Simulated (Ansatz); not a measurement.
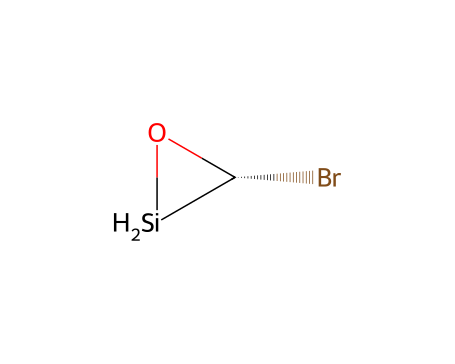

Skeletal drawing of a molecule.

Write the SMILES.

Answer. Br[C@H]1O[SiH2]1

Give the formula, hydrogens included.

Answer. CH3BrOSi.

An optimisation with PBE0-D4/def2-TZVP gave a structure of which point group?

Answer. C1.

The parts below concern this one geometry. Atoms keep their numbers from picture to picture. The geometry was computed by an optimisation with PBE0-D4/def2-TZVP.

**Geometry**

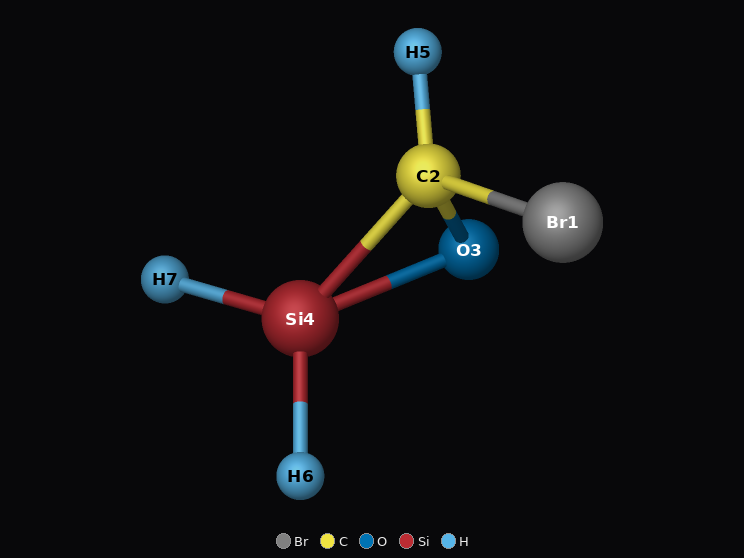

The atoms are numbered.

Which atoms are bonded, and how long are the bonds?

| bond | length (Å) | order |
| --- | --- | --- |
| Br1–C2 | 1.934 | single |
| C2–O3 | 1.428 | single |
| C2–Si4 | 1.806 | single |
| C2–H5 | 1.085 | single |
| O3–Si4 | 1.677 | single |
| Si4–H6 | 1.475 | single |
| Si4–H7 | 1.477 | single |

**Thermal motion**

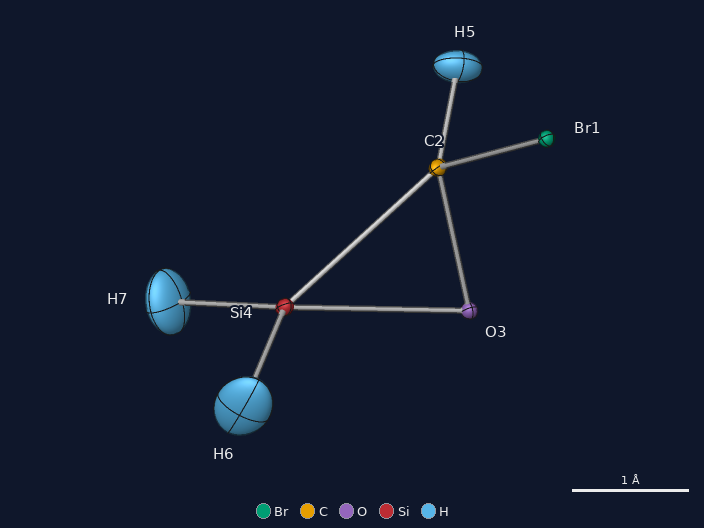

Displacement ellipsoids at the 50 % level, from the internal vibrations of the free molecule (harmonic, no overall translation or rotation; no half-axis is drawn under 0.075 Å). Vibrations computed with RKS PBE0-D4/def2-TZVP (Ansatz 0.2.0). Temperature: 298 K.

Which atom moves most?

Answer. H6, with U_eq = 0.0274 Å².

Does H6 move more along its bond or across it?

Answer. Across it: the root-mean-square amplitude is 0.087 Å along the bond and up to 0.223 Å across, since bending and torsion are softer than stretching.

List U_eq and the three principal root-mean-square amplitudes for each kind of atom.

| atom | U_eq (Å²) | rms amplitudes (Å) |
| --- | --- | --- |
| Br1 | 0.00030 | 0.005, 0.010, 0.028 |
| C2 | 0.0029 | 0.041, 0.048, 0.068 |
| O3 | 0.0018 | 0.023, 0.036, 0.059 |
| Si4 | 0.0015 | 0.013, 0.020, 0.062 |
| H5 | 0.0139 | 0.089, 0.119, 0.141 |
| H6 | 0.0274 | 0.086, 0.158, 0.223 |
| H7 | 0.0246 | 0.099, 0.167, 0.190 |

**Charges**

The questions are on Mulliken charges. Properties computed with RKS r2SCAN-D4/def2-TZVPP (Ansatz 0.2.0).

Give the Mulliken charges atom by atom.

```csv
atom,value (e)
Br1,−0.12
C2,0.02
O3,−0.37
Si4,0.47
H5,0.11
H6,−0.05
H7,−0.06
```

**Electronic properties**

Level of theory: RKS HSE06 (plane-wave form)-D4/def2-TZVPP (Ansatz 0.2.0).

Predict the main results.

- HOMO energy (Kohn–Sham orbital): −6.99 eV
- LUMO energy (Kohn–Sham orbital): −1.50 eV
- HOMO–LUMO gap: 5.49 eV
- dispersion correction: −12.3 kJ/mol

**Vibrations**

Harmonic vibrations computed with RKS PBE0-D4/def2-TZVP (Ansatz 0.2.0) at a stationary point of the same level.

How many vibrational modes are there, and where do they lie?

Answer. 15 modes: 178, 308, 437, 627, 646, 668, 760, 822, 944, 1062, 1090, 1242, 2267, 2295, 3169 cm⁻¹.

Mulliken values depend strongly on the basis set and can even reverse the polarity of a bond.
